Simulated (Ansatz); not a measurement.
## Electronic structure of AlF3H (doublet) in real space

```yaml
atoms:
  - { symbol: Al, position_ang: [-0.0124, -0.4335, -0.0879] }
  - { symbol: H, position_ang: [0.0796, -0.4465, 2.4737] }
  - { symbol: F, position_ang: [1.4274, 0.3025, -0.5789] }
  - { symbol: F, position_ang: [-1.4723, 0.2596, -0.5797] }
  - { symbol: F, position_ang: [-0.0224, 0.3178, 1.9228] }
```

Method: Ansatz 0.2.0, UKS revPBE-D4/def2-SVP.

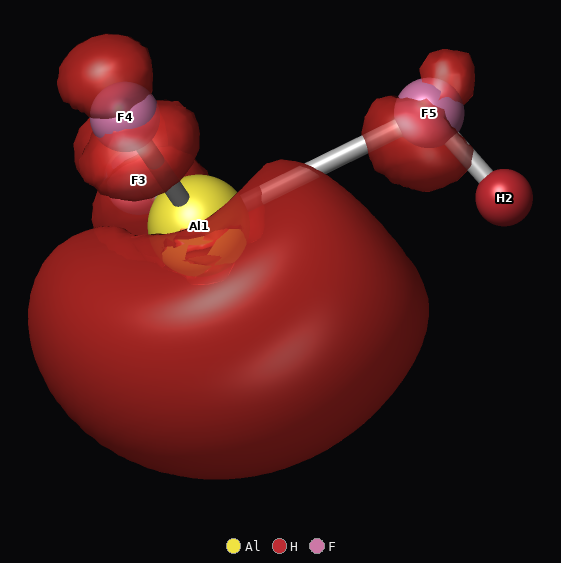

Figure 1. Isosurface of the spin density (α minus β) at +0.015 e/Å³ (red), seen from one side.

### Which atoms carry the spin?

The unpaired spin (1 electron) lies mostly on Al1 (about 0.8), in electrons by Hirshfeld's partition.

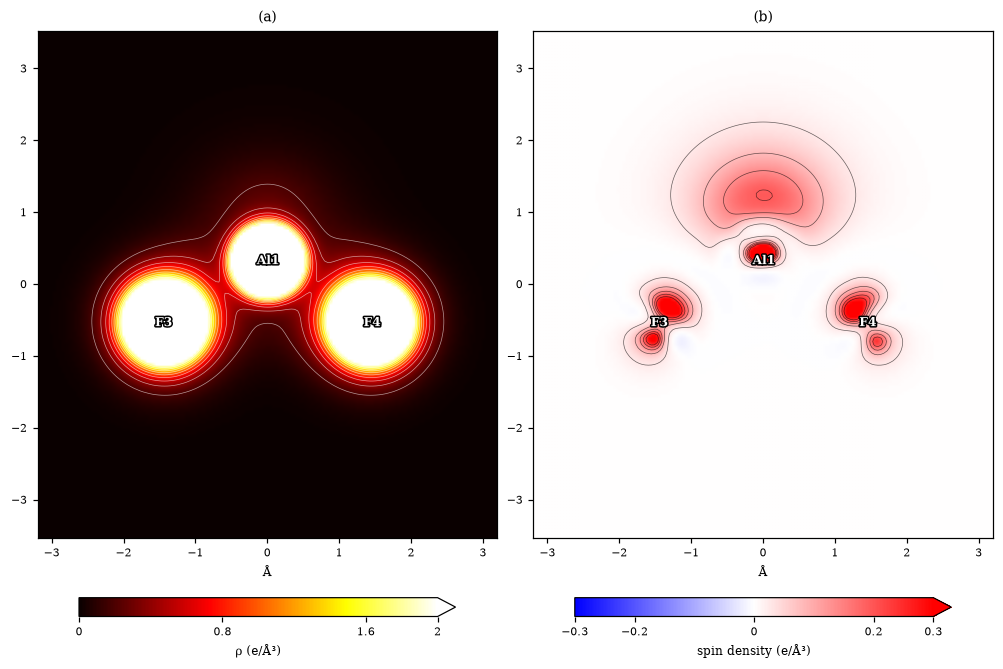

Figure 2. (a) electron density; (b) spin density on the plane of atoms F3, Al1 and F4.

### Read the bonding off the picture.

Atoms in the plane: Al and F. Al–F (1.69 Å): the density is about 0.75 e/Å³ at the midpoint.

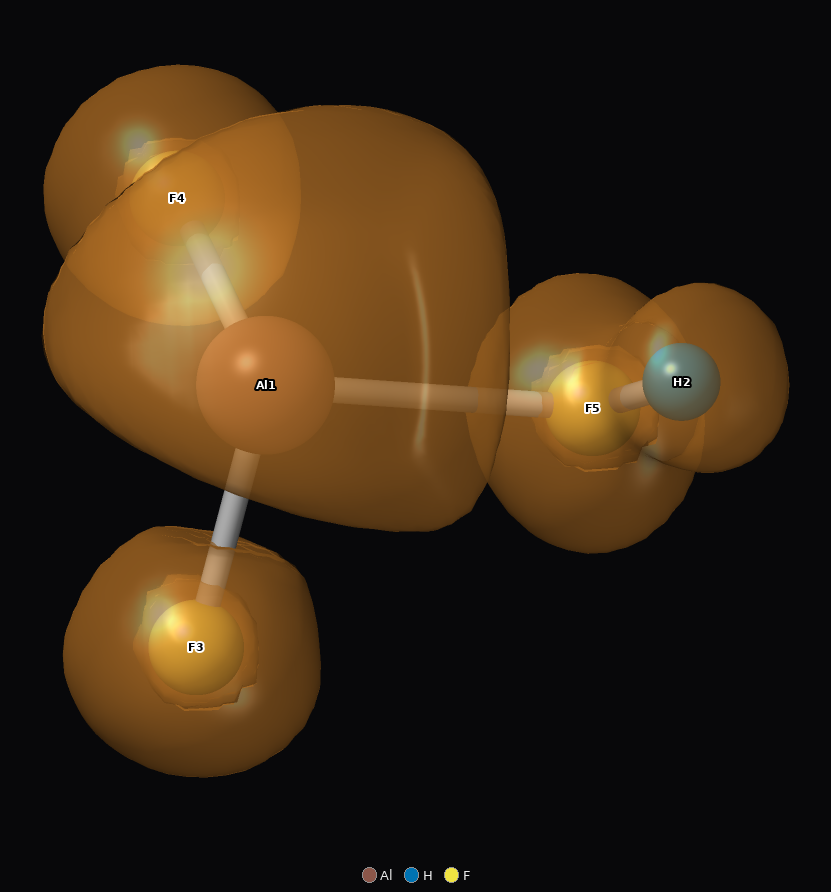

Figure 3. Isosurface of the ELF at 0.75 (orange), seen at a tilt. Only the valence region is drawn (cores and ρ < 0.01 e/Å³ removed).

### Where are the electrons localised?

The ELF exceeds this value in one lobe on Al, pointing away from the bonds (non-bonding electrons), two regions wrapped around F (the valence shell of each) and one joined region spread over several atoms (F, H), in which their bonds and any lone pairs are merged. Profiles from the grid: Al–F (1.69 Å): the ELF peaks at about 0.85 in the valence shell of F, 0.6 Å from its nucleus, and is about 0.30 at the midpoint. F–H (0.95 Å): the ELF climbs to about 1 towards the hydrogen, as it does in any bond to H (a covalent bond by its length).
